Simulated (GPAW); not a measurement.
# Ti K edge of the forms of TiSe

How far does the Ti K near-edge structure depend on which form of TiSe is probed?

Each spectrum comes from a core-hole supercell calculation (GPAW, LDA, excited-electron core hole (neutral cell), supercells with 7.0 to 7.1 Å between holes, Gaussian full width 0.94 eV up to 4 eV, rising linearly to 3.5 eV at 25 eV). Logs are left out.

## Step 1: The absorbers

| crystal | absorber's surroundings | own zero (eV) | rising edge (eV) | first and strongest maxima up to 30 eV above its own zero, eV (height) |
| --- | --- | --- | --- | --- |
| TiSe (Pnma) | 1 Se at 2.52 Å, 2 Se at 2.56 Å, 2 Se at 2.70 Å and 1 Se at 2.78 Å (distorted octahedral, site symmetry m) | 4947.4 | 4952.1 | 2.2 eV (0.39), 8.3 eV (1.68), 18.1 eV (1.12) and 29.1 eV (0.95) |
| TiSe (P6_3/mmc) | 6 Se at 2.58 Å (octahedral, site symmetry -3m) | 4947.4 | 4951.9 | 2.9 eV (0.42), 8.1 eV (1.89), 11.7 eV (1.29), 18.9 eV (1.17) and 28.7 eV (1.01) |

Volume per atom: 17.56 Å³ (Pnma) and 17.06 Å³ (P6_3/mmc).

The rising edge is the photon energy at which the scaled intensity last rises through 0.6 before the main maximum (total-energy differences, less 22.7 eV, the free-atom term for the hole's spin); it carries a common error. In the free atom LDA prices this hole about 13 eV below PBE, which is itself good to a few eV.

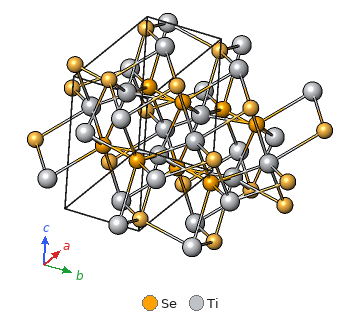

TiSe (Pnma) (selenium orange, titanium light grey). 1×2×1 cells are drawn. Some periodic images of atoms are drawn too.

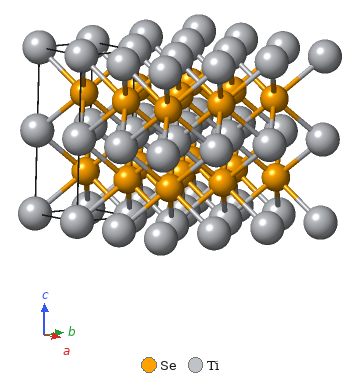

TiSe (P6_3/mmc) (selenium orange, titanium light grey). Bonds to atoms that aren't drawn are left out. 3×3×1 cells are drawn. Some periodic images of atoms are drawn too.

## Step 2: The spectra

Energy from 4947.4 eV, the lowest zero; each curve has a mean of 1 over its first 20 eV:

```csv
E (eV),TiSe Pnma,TiSe P6_3/mmc
-2.0,0.00,0.00
-0.5,0.01,0.02
1.0,0.28,0.21
2.5,0.37,0.39
4.0,0.27,0.38
5.5,0.96,0.86
7.0,1.44,1.41
8.5,1.67,1.83
10.0,1.37,1.24
11.5,1.27,1.29
13.0,1.23,1.13
14.5,1.05,0.87
16.0,1.01,1.06
17.5,1.11,1.15
19.0,1.10,1.17
20.5,1.05,1.09
22.0,0.98,1.03
23.5,0.93,1.01
25.0,0.89,0.93
26.5,0.91,0.91
28.0,0.95,0.99
29.5,0.95,0.98
31.0,0.93,0.83
```

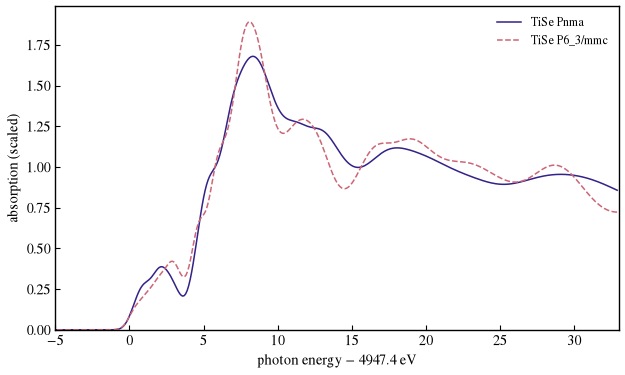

The Ti K edges.

## Step 3: Reading

After the best relative shift (up to 4 eV allowed) the shapes differ by 8 % r.m.s. (of the curve's own r.m.s. level). Between 0 and 30 eV on the axis shown, they part most near 8.0 eV, where TiSe (P6_3/mmc) is higher by 0.2. The rising edges coincide within 0.3 eV. On this measure the closest forms look alike, so telling them apart would rest on single features. How much of a difference is left by the finite cells wasn't tested for these crystals. For TiSe (Pnma): a K edge sees empty p states. The first eV above the zero hold little dipole weight, as the lowest empty bands are of d character; the main edge, of 4p character, rises through 0.6 near 5 eV above the zero. For TiSe (P6_3/mmc): a K edge sees empty p states. The first eV above the zero hold little dipole weight, as the lowest empty bands are of d character; the main edge, of 4p character, rises through 0.6 near 4 eV above the zero.

Quadrupole 1s→3d transitions, which feed the pre-edge, are not in the dipole spectrum. Lifetime broadening is put in by hand, and intensities beyond about 20 eV depend on it. Meshes are coarse enough for small ripples in TiSe (Pnma) and TiSe (P6_3/mmc). The structures are entries of the Crystallography Open Database, used as given.

[Logs are printed without paths, hosts, clocks, repeated set-up lines and the standing remarks that a program may print on its own settings, such as how far it seeks lower states.]

[Hosts, paths, dates, database ids (printed as entryN), source tags and the programs' standing remarks are cut or masked in the printed files.]
